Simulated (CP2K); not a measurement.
**B3LYP/aug-cc-pVDZ run of Si2H6 (disilane)**

What is the energy change on altering one bond length of Si2H6 (disilane) at B3LYP/aug-cc-pVDZ? 

Program for the calculation: CP2K 2026.2.

1 further run of the same task is left out (set aside as unsound or not needed).

## (1) The system as given

Si2H6: 8 atoms, total charge 0, spin state singlet. SMILES: `[SiH3][SiH3]`. The shape is that of a PBE0-D4/def2-TZVP optimisation.

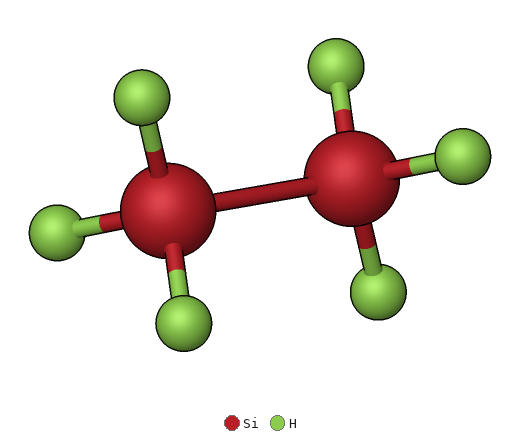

The structure, seen from a chosen angle (silicon red, hydrogen green).

## (2) The energy at B3LYP/aug-cc-pVDZ

The input, calc.inp:

```
&GLOBAL
   PROJECT_NAME calc
   RUN_TYPE ENERGY
   PRINT_LEVEL MEDIUM
&END GLOBAL

&FORCE_EVAL
   METHOD Quickstep
   &DFT
      BASIS_SET_FILE_NAME ./aug_cc_pvdz.basis
      POTENTIAL_FILE_NAME POTENTIAL
      CHARGE 0
      MULTIPLICITY 1
      &QS
         METHOD GAPW
         EPS_DEFAULT 1.0E-10
      &END QS
      &MGRID
         CUTOFF 280
         REL_CUTOFF 50
         NGRIDS 4
      &END MGRID
      &POISSON
         PERIODIC NONE
         POISSON_SOLVER MULTIPOLE
      &END POISSON
      &SCF
         SCF_GUESS ATOMIC
         EPS_SCF 1.0E-07
         MAX_SCF 150
         ADDED_MOS 5
         &DIAGONALIZATION
            ALGORITHM STANDARD
         &END DIAGONALIZATION
         &MIXING
            METHOD DIRECT_P_MIXING
            ALPHA 0.4
         &END MIXING
      &END SCF
      &XC
         &XC_FUNCTIONAL
            &HYB_GGA_XC_B3LYP
            &END HYB_GGA_XC_B3LYP
         &END XC_FUNCTIONAL
         &HF
            FRACTION 0.2
            &SCREENING
               EPS_SCHWARZ 1.0E-10
               SCREEN_ON_INITIAL_P F
            &END SCREENING
            &INTERACTION_POTENTIAL
               POTENTIAL_TYPE COULOMB
            &END INTERACTION_POTENTIAL
            &MEMORY
               MAX_MEMORY 1050
            &END MEMORY
         &END HF
      &END XC
      &PRINT
         &MOMENTS
            PERIODIC F
            REFERENCE COM
            MAX_MOMENT 1
         &END MOMENTS
         &MO ON
            ENERGIES T
            OCCUPATION_NUMBERS T
            NDIGITS 6
            &EACH
               QS_SCF 0
            &END EACH
            ADD_LAST NUMERIC
         &END MO
         &LOWDIN ON
         &END LOWDIN
         &HIRSHFELD OFF
         &END HIRSHFELD
      &END PRINT
   &END DFT
   &SUBSYS
      &CELL
         ABC [angstrom] 11 11.9 12.2
         PERIODIC NONE
      &END CELL
      &COORD
         UNIT bohr
         Si    -0.6434517     0.9263437    -1.8989858
         Si     0.6869154    -0.9531779     1.8727186
         H      1.5758426     1.7918383    -3.3918694
         H     -2.1030762    -0.9144385    -3.4428920
         H     -2.2827892     3.1446932    -1.3566344
         H      2.1523981     0.8855257     3.4134123
         H      2.3207727    -3.1756848     1.3303672
         H     -1.5325679    -1.8126253     3.3686258
      &END COORD
      &TOPOLOGY
         &CENTER_COORDINATES
         &END CENTER_COORDINATES
      &END TOPOLOGY
      &KIND Si
         BASIS_SET aug-cc-pVDZ
         POTENTIAL ALL
         LEBEDEV_GRID 194
         RADIAL_GRID 100
      &END KIND
      &KIND H
         BASIS_SET aug-cc-pVDZ
         POTENTIAL ALL
         LEBEDEV_GRID 194
         RADIAL_GRID 100
      &END KIND
   &END SUBSYS
&END FORCE_EVAL
```

Started as:

```bash
OMP_NUM_THREADS=1 cp2k.psmp -i calc.inp -o calc.out
```

The program printed:

```text
CP2K| version string:                                       CP2K version 2026.2
[...]
 GLOBAL| Method name                                                        CP2K
[...]
 GLOBAL| Run type                                                         ENERGY
[...]
 DFT| Spin restricted Kohn-Sham (RKS) calculation                            RKS
 DFT| Multiplicity                                                             1
[...]
 DFT| Charge                                                                   0
[...]
 FUNCTIONAL| HYB_GGA_XC_B3LYP:
[...]
 QS| Method:                                                                GAPW
[...]
 QS| Density cutoff [a.u.]:                                                140.0
[...]
 QS| Relative density cutoff [a.u.]:                                        25.0
[...]
                             - Atoms:                                          8
[...]
                             - Spherical basis functions:                    108
[...]
 Number of electrons:                                                         34
[...]
     1 P_Mix/Diag. 0.40E+00   11.2     0.86578669      -582.6287015175 -5.83E+02
[...]
    15 DIIS/Diag.  0.40E-08    2.7     0.00000004      -582.6145274098 -4.55E-13
  *** SCF run converged in    15 steps ***
[...]
  Overlap energy of the core charge distribution:               0.00000017976546
  Self energy of the core charge distribution:               -259.78365824267144
  Core Hamiltonian energy:                                   -320.86658234353075
  Hartree energy:                                              66.56079561291511
  Exchange-correlation energy:                                 -8.31008205599078
  Hartree-Fock Exchange energy:                                -8.55484145392474
[...]
                     Mulliken Population Analysis
 #  Atom  Element  Kind  Atomic population                           Net charge
       1     Si       1         15.091997                             -1.091997
       2     Si       1         15.092019                             -1.092019
       3     H        2          0.635951                              0.364049
       4     H        2          0.636033                              0.363967
       5     H        2          0.636026                              0.363974
       6     H        2          0.635991                              0.364009
       7     H        2          0.636086                              0.363914
       8     H        2          0.635897                              0.364103
 # Total charge                             34.000000                  0.000000
[...]
  Dipole moment [Debye]
    X= -0.1033335E-03 Y=  0.1070110E-03 Z=  0.1267152E-03  Total=      0.0001954
 ENERGY| Total FORCE_EVAL ( QS ) energy [hartree]           -582.614527409755965
[...]
```

Wall time 50 s (1 thread of Arm Neoverse V1, shared host); peak memory 0.9 GiB.

## (3) The distorted shape at the same level

The input, molecule.inp:

```
&GLOBAL
 PROJECT molecule
 RUN_TYPE ENERGY
 PRINT_LEVEL MEDIUM
&END GLOBAL

&FORCE_EVAL
 METHOD Quickstep
 &DFT
  BASIS_SET_FILE_NAME ./aug_cc_pvdz.basis
  POTENTIAL_FILE_NAME POTENTIAL
  &QS
   METHOD GAPW
   EPS_DEFAULT 1.0E-10
  &END QS
  &MGRID
   CUTOFF 280
   REL_CUTOFF 50
   NGRIDS 4
  &END MGRID
  &POISSON
   PERIODIC NONE
   POISSON_SOLVER MULTIPOLE
  &END POISSON
  &SCF
   SCF_GUESS ATOMIC
   EPS_SCF 1.0E-07
   MAX_SCF 150
   ADDED_MOS 5
   &DIAGONALIZATION
    ALGORITHM STANDARD
   &END DIAGONALIZATION
   &MIXING
    METHOD DIRECT_P_MIXING
    ALPHA 0.4
   &END MIXING
  &END SCF
  &XC
   &XC_FUNCTIONAL
    &HYB_GGA_XC_B3LYP
    &END HYB_GGA_XC_B3LYP
   &END XC_FUNCTIONAL
   &HF
    FRACTION 0.2
    &SCREENING
     EPS_SCHWARZ 1.0E-10
    &END SCREENING
    &MEMORY
     MAX_MEMORY 1050
    &END MEMORY
   &END HF
  &END XC
  &PRINT
   &MOMENTS
    PERIODIC F
    REFERENCE COM
    MAX_MOMENT 1
   &END MOMENTS
   &MO ON
    ENERGIES T
    OCCUPATION_NUMBERS T
    NDIGITS 6
    &EACH
     QS_SCF 0
    &END EACH
    ADD_LAST NUMERIC
   &END MO
   &LOWDIN ON
   &END LOWDIN
   &HIRSHFELD OFF
   &END HIRSHFELD
  &END PRINT
 &END DFT
 &SUBSYS
  &CELL
   ABC 11.3 12.3 12.2
   PERIODIC NONE
  &END CELL
  &COORD
   Si     5.429579     6.472310     5.102900
   Si     6.133579     5.477710     7.098800
   H      6.603979     6.930310     4.312900
   H      4.657179     5.498210     4.285900
   H      4.301821     7.998390     5.476003
   H      6.909079     6.450710     7.914100
   H      6.998179     4.301610     6.811800
   H      4.959079     5.022910     7.890400
  &END COORD
  &KIND Si
   BASIS_SET aug-cc-pVDZ
   POTENTIAL ALL
   LEBEDEV_GRID 194
   RADIAL_GRID 100
  &END KIND
  &KIND H
   BASIS_SET aug-cc-pVDZ
   POTENTIAL ALL
   LEBEDEV_GRID 194
   RADIAL_GRID 100
  &END KIND
 &END SUBSYS
&END FORCE_EVAL
```

Started as:

```bash
OMP_NUM_THREADS=1 cp2k.psmp -i molecule.inp > molecule.out 2>&1
```

The program printed (excerpt; [...] marks lines left out):

```text
CP2K| version string:                                       CP2K version 2026.2
[...]
 GLOBAL| Method name                                                        CP2K
[...]
 GLOBAL| Run type                                                         ENERGY
[...]
 DFT| Spin restricted Kohn-Sham (RKS) calculation                            RKS
 DFT| Multiplicity                                                             1
[...]
 DFT| Charge                                                                   0
[...]
 FUNCTIONAL| HYB_GGA_XC_B3LYP:
[...]
 QS| Method:                                                                GAPW
[...]
 QS| Density cutoff [a.u.]:                                                140.0
[...]
 QS| Relative density cutoff [a.u.]:                                        25.0
[...]
                             - Atoms:                                          8
[...]
                             - Spherical basis functions:                    108
[...]
 Number of electrons:                                                         34
[...]
     1 P_Mix/Diag. 0.40E+00   11.4     0.86593163      -582.5337402004 -5.83E+02
[...]
    15 DIIS/Diag.  0.22E-07    2.9     0.00000002      -582.5805031712  1.02E-12
  *** SCF run converged in    15 steps ***
[...]
  Overlap energy of the core charge distribution:               0.00000014981023
  Self energy of the core charge distribution:               -259.78365824267144
  Core Hamiltonian energy:                                   -321.03015425430129
  Hartree energy:                                              66.72131901228254
  Exchange-correlation energy:                                 -8.25111513461101
  Hartree-Fock Exchange energy:                                -8.53658155131740
[...]
                     Mulliken Population Analysis
 #  Atom  Element  Kind  Atomic population                           Net charge
       1     Si       1         14.739508                             -0.739508
       2     Si       1         15.046723                             -1.046723
       3     H        2          0.633203                              0.366797
       4     H        2          0.633426                              0.366574
[...]
  Dipole moment [Debye]
    X=  0.4261697E+00 Y= -0.5777924E+00 Z= -0.1612576E-01  Total=      0.7181398
 ENERGY| Total FORCE_EVAL ( QS ) energy [hartree]           -582.580503171172154
[...]
```

Run time: 54 s. Hardware: 1 thread of Arm Neoverse V1, shared host; peak memory 0.93 GiB.

## (4) What came out

At B3LYP/aug-cc-pVDZ:

| quantity | value |
| --- | --- |
| first shape: total energy | -582.61453 Eh |
| first shape: dipole moment | 0.00 D |
| first shape: HOMO energy | -8.19 eV |
| first shape: LUMO energy | -0.34 eV |
| first shape: HOMO–LUMO gap | 7.85 eV |
| distorted shape: total energy | -582.58050 Eh |
| distorted shape: dipole moment | 0.72 D |
| distorted shape: HOMO energy | -8.12 eV |
| distorted shape: LUMO energy | -1.13 eV |
| distorted shape: HOMO–LUMO gap | 6.99 eV |
| energy change with the Si1–H5 bond stretched from 1.488 to 1.934 Å | 0.926 eV |

With the Si1–H5 bond stretched from 1.488 to 1.934 Å the energy rises by 0.93 eV (21.4 kcal/mol). The first shape isn't relaxed at this level, so the change isn't measured from a minimum.
